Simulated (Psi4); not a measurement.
# B2PLYP/aug-cc-pVDZ (density fitting for correlation) run of [SiCl3]+ (SMILES Cl[Si+](Cl)Cl)

Aim: the vertical singlet–triplet gap of [SiCl3]+ at B2PLYP/aug-cc-pVDZ (density fitting for correlation), from 2 runs. 

The calculation is run with Psi4 1.11.

2 further runs of the same task are left out: 2 set aside as unsound or not needed.

### Step 1. The structure to begin with

[SiCl3]+: 4 atoms, total charge +1, spin state singlet. As SMILES, `Cl[Si+](Cl)Cl`. The coordinates come from a PBE0-D4/def2-TZVP relaxation.

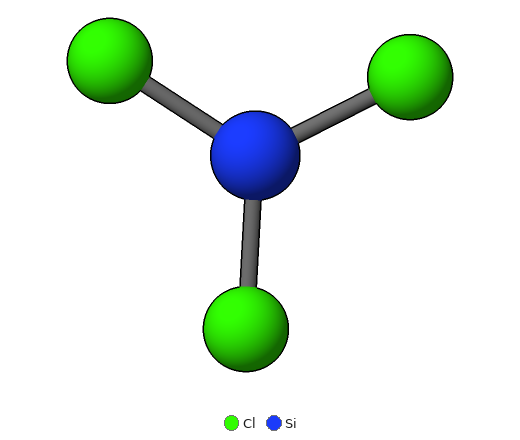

The structure, seen from a chosen angle (chlorine green, silicon blue).

### Step 2. The energy at B2PLYP/aug-cc-pVDZ (density fitting for correlation)

File calc.in:

```
memory 2200 MB

molecule {
  1 1
  Cl    -1.556000    -0.622300     0.990900
  Si     0.000000    -0.000100    -0.000100
  Cl     1.772000    -0.669600     0.449500
  Cl    -0.216000     1.292000    -1.440300
  symmetry c1
}

set reference rks
set puream true
set e_convergence 1e-09
set d_convergence 1e-08
set scf_type pk
set dft_radial_points 99
set dft_spherical_points 590
set num_frozen_docc 20

result, w = energy('b2plyp/aug-cc-pVDZ', return_wfn=True)
print_variables()
```

Command:

```
$ psi4 -n 1 calc.in calc.out
```

calc.out:

```text
[...]
  Running in c1 symmetry.
[...]
  Nuclear repulsion =  330.127150927455659
[...]
  Multiplicity = 1
[...]
  Nalpha       = 32
  Nbeta        = 32
[...]
    Number of basis functions: 108
[...]
   @RKS iter   1: -1669.16709179228792    5.34735e-01   2.09920e-03 ADIIS/DIIS
[...]
   @RKS iter   9: -1669.19813235940933   -5.91172e-12   2.21736e-09 DIIS
[...]
    Orbital Energies [Eh]
    ---------------------
    Doubly Occupied:
       1A   -103.180576     2A   -103.180575     3A   -103.180573
       4A    -67.646413     5A    -10.177991     6A    -10.177984
       7A    -10.177982     8A     -7.816547     9A     -7.816546
      10A     -7.816543    11A     -7.811449    12A     -7.811449
      13A     -7.811446    14A     -7.810331    15A     -7.810331
      16A     -7.810328    17A     -6.023076    18A     -4.279051
      19A     -4.276157    20A     -4.276157    21A     -1.239397
      22A     -1.196914    23A     -1.196911    24A     -0.839176
      25A     -0.735116    26A     -0.735113    27A     -0.684858
      28A     -0.648536    29A     -0.648534    30A     -0.635494
      31A     -0.635492    32A     -0.612954
[...]
  @RKS Final Energy: -1669.19813235940933
   => Energetics <=
    Nuclear Repulsion Energy =            330.1271509274556593
    One-Electron Energy =               -2949.3918325186905349
    Two-Electron Energy =                1000.3439763626988679
    DFT Exchange-Correlation Energy =     -50.2774271308732352
    Empirical Dispersion Energy =           0.0000000000000000
    VV10 Nonlocal Energy =                  0.0000000000000000
    Total Energy =                      -1669.1981323594093283
[...]
 Multipole Moments:
 ------------------------------------------------------------------------------------
     Multipole            Electronic (a.u.)      Nuclear  (a.u.)        Total (a.u.)
 ------------------------------------------------------------------------------------
 L = 1.  Multiply by 2.5417464519 to convert [e a0] to [Debye]
 Dipole X            :          0.0000159            0.0000000            0.0000159
 Dipole Y            :         -0.0000899           -0.0000794           -0.0001693
 Dipole Z            :         -0.0001024           -0.0000794           -0.0001818
 Magnitude           :                                                    0.0002489
[...]
```

Run time: 34 s. Hardware: 1 thread of AMD EPYC 7R43 (Zen 3), shared host; peak memory 0.87 GiB.

### Step 3. The triplet

File job.json:

```json
{
 "schema_name": "qcschema_input",
 "schema_version": 1,
 "molecule": {
  "schema_name": "qcschema_molecule",
  "schema_version": 2,
  "symbols": ["Cl", "Si", "Cl", "Cl"],
  "geometry": [-2.94041385, -1.17597657, 1.87252962, 0.0, -0.00018897, -0.00018897, 3.34859469, -1.26536061, 0.84943189, -0.40818084, 2.44152615, -2.72177254],
  "molecular_charge": 1,
  "molecular_multiplicity": 3,
  "fix_symmetry": "c1"
 },
 "driver": "energy",
 "model": {
  "method": "b2plyp",
  "basis": "aug-cc-pVDZ"
 },
 "keywords": {
  "reference": "uks",
  "puream": true,
  "e_convergence": 1e-09,
  "d_convergence": 1e-08,
  "scf_type": "pk",
  "dft_radial_points": 99,
  "dft_spherical_points": 590,
  "num_frozen_docc": 20,
  "maxiter": 100
 }
}
```

Command:

```
$ psi4 --qcschema job.json -n 1 --memory 2200MB
```

stdout:

```text
[...]
  Running in c1 symmetry.
[...]
  Nuclear repulsion =  330.127151137488966
[...]
  Multiplicity = 3
[...]
  Nalpha       = 33
  Nbeta        = 31
[...]
    Number of basis functions: 108
[...]
   @UKS iter   1: -1668.97088739832043    7.30940e-01   1.04795e-03 DIIS/ADIIS
[...]
   @UKS iter  14: -1668.98336928945082   -4.72937e-11   4.36351e-09 DIIS
[...]
   @S^2 Observed:                2.020036173E+00
[...]
    Orbital Energies [Eh]
    ---------------------
    Alpha Occupied:
       1A   -103.208407     2A   -103.208381     3A   -103.208377
       4A    -67.563106     5A    -10.203944     6A    -10.203918
       7A    -10.203910     8A     -7.844739     9A     -7.844711
      10A     -7.844706    11A     -7.839833    12A     -7.839808
      13A     -7.839805    14A     -7.835487    15A     -7.835462
      16A     -7.835458    17A     -5.952062    18A     -4.210564
      19A     -4.206097    20A     -4.206096    21A     -1.257824
      22A     -1.221355    23A     -1.221338    24A     -0.851239
      25A     -0.746272    26A     -0.746269    27A     -0.702912
      28A     -0.682574    29A     -0.682561    30A     -0.658383
      31A     -0.658369    32A     -0.657735    33A     -0.401749
[...]
  @UKS Final Energy: -1668.98336928945082
   => Energetics <=
    Nuclear Repulsion Energy =            330.1271511374889656
    One-Electron Energy =               -2949.0821487810676444
    Two-Electron Energy =                1000.2340269718622494
    DFT Exchange-Correlation Energy =     -50.2623986177342843
    Empirical Dispersion Energy =           0.0000000000000000
    VV10 Nonlocal Energy =                  0.0000000000000000
    Total Energy =                      -1668.9833692894508204
[...]
 Multipole Moments:
 ------------------------------------------------------------------------------------
     Multipole            Electronic (a.u.)      Nuclear  (a.u.)        Total (a.u.)
 ------------------------------------------------------------------------------------
 L = 1.  Multiply by 2.5417464519 to convert [e a0] to [Debye]
 Dipole X            :         -0.0000502            0.0000000           -0.0000502
 Dipole Y            :          0.0010890           -0.0000794            0.0010096
 Dipole Z            :          0.0011235           -0.0000794            0.0010441
 Magnitude           :                                                    0.0014533
[...]
```

The result, in JSON:

```text
{
 "driver": "energy",
 "model": {
  "method": "b2plyp",
  "basis": "aug-cc-pVDZ"
 },
 "success": true,
 "return_result": -1669.1593409634254,
 "properties": {
  "calcinfo_nbasis": 108,
  "calcinfo_nmo": 108,
  "calcinfo_nalpha": 33,
  "calcinfo_nbeta": 31,
  "calcinfo_natom": 4,
  "nuclear_repulsion_energy": 330.12715113748897,
  "return_energy": -1669.1593409634254,
  "scf_one_electron_energy": -2949.0821487810676,
  "scf_two_electron_energy": 1000.2340269718622,
  "scf_xc_energy": -50.262398617734284,
  "scf_dipole_moment": [-5.024311640799972e-05, 0.0010096264383034903, 0.0010440714521620098],
  "scf_total_energy": -1668.9833692894508,
  "scf_iterations": 14
 }
}
```

Run time: 49 s. Hardware: 1 thread of AMD EPYC 7R43 (Zen 3), shared host; peak memory 0.87 GiB.

### Step 4. Summary of results

At B2PLYP/aug-cc-pVDZ (density fitting for correlation), 20 core orbitals frozen:

| quantity | value |
| --- | --- |
| singlet: total energy | -1669.36796 Eh |
| singlet: HOMO energy (SCF part's orbitals) | -16.68 eV |
| singlet: LUMO energy (SCF part's orbitals) | -7.09 eV |
| singlet: HOMO–LUMO gap (SCF part's orbitals) | 9.59 eV |
| triplet: total energy | -1669.15934 Eh |
| triplet: HOMO energy (SCF part's orbitals) (highest over α and β) | -10.93 eV |
| triplet: ⟨S²⟩ | 2.020 |
| vertical energy of the triplet above the singlet | 5.677 eV |

**Reading.** At this shape the triplet lies 5.68 eV (548 kJ/mol) above the singlet.
